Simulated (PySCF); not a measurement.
Consider C6H11B.

```xyz
18

C    -1.8932    1.2250    0.1367
B    -1.0081   -0.0781    0.2060
C    -1.6722   -1.5026    0.0884
C     0.5430    0.0504    0.4399
C     1.5659   -0.6290   -0.4285
C     2.7374    0.1984   -0.0064
C     1.4634    0.8516   -0.4390
H    -2.9378    1.0433   -0.1043
H    -1.5004    1.9392   -0.5851
H    -1.8652    1.7368    1.0986
H    -2.5937   -1.5759    0.6631
H    -1.9562   -1.6746   -0.9507
H    -1.0207   -2.3221    0.3814
H     0.7926    0.0742    1.5059
H     1.4685   -1.3808   -1.1818
H     3.0129    0.2248    1.0436
H     3.5877    0.2526   -0.6766
H     1.2672    1.5730   -1.2030
```

Geometry: GFN2-xTB.

The calculation used PBE0/def2-SVPD, SCF density, gas phase in PySCF 2.14.0.

What can the converged electron density and electron localisation function tell about the bonding?

Answer. C–B (1.57 Å): ρ at the midpoint is about 1.4 e/Å³; the ELF peaks at about 1 between the atoms, as expected for localised, covalent bonding.
C–H (1.09 Å): the density is about 1.9 e/Å³ at the midpoint; the ELF climbs to about 1 towards the hydrogen, as it does in any bond to H (a covalent bond by its length).

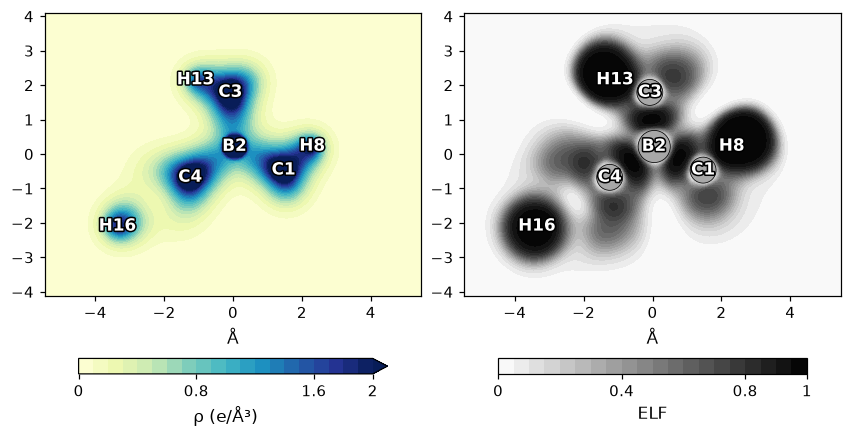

Computed electron density and electron localisation function on the plane of atoms C3, B2 and C4, in this order. Grey discs cover the atomic cores in the ELF map. 
